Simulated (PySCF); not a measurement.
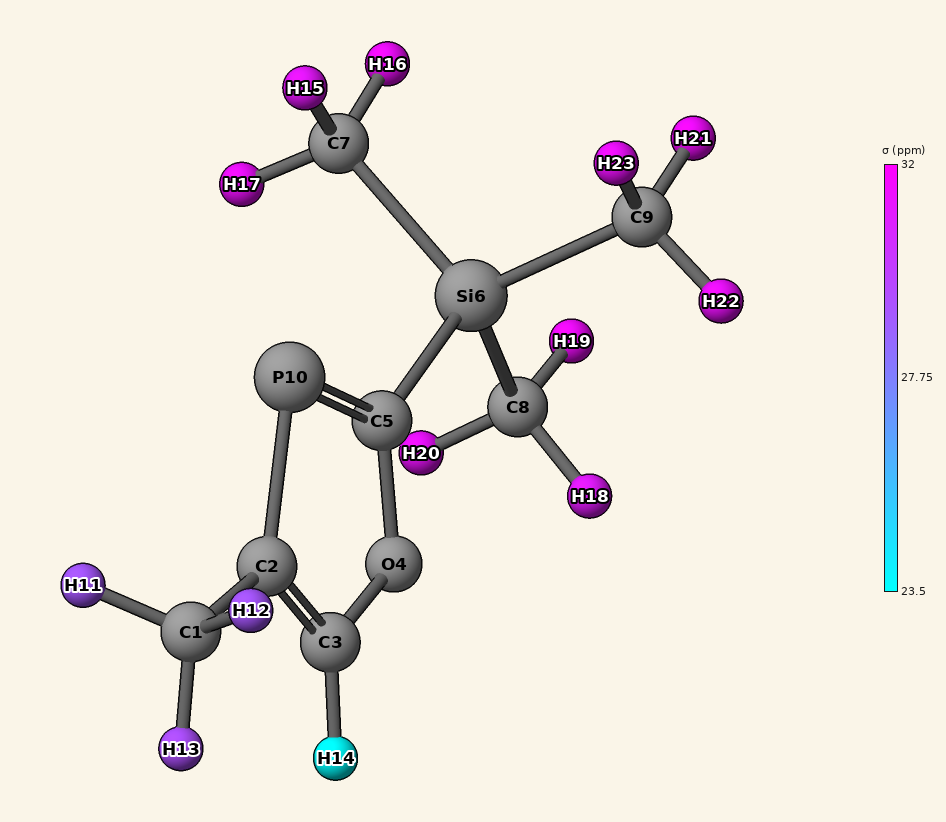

Atoms are coloured by their isotropic NMR shieldings (H only, the others grey). The geometry was computed by an optimisation with GFN2-xTB. No frequency run is at hand to confirm it as a minimum. Level of theory: GIAO PBE0/pcSseg-1 NMR shielding, non-relativistic, gas phase (PySCF 2.14.0).

Give the isotropic NMR shieldings of the H atoms atom by atom.

```tsv
atom	σ (ppm)
H11	29.06
H12	29.10
H13	29.31
H14	23.56
H15	31.21
H16	31.55
H17	31.44
H18	31.10
H19	31.60
H20	31.38
H21	31.57
H22	31.43
H23	31.45
```

The geometry is semi-empirical. Around P, Si such bond lengths and angles can be off by a tenth of an ångström or more and by several degrees, and values that hang on the shape move with them.
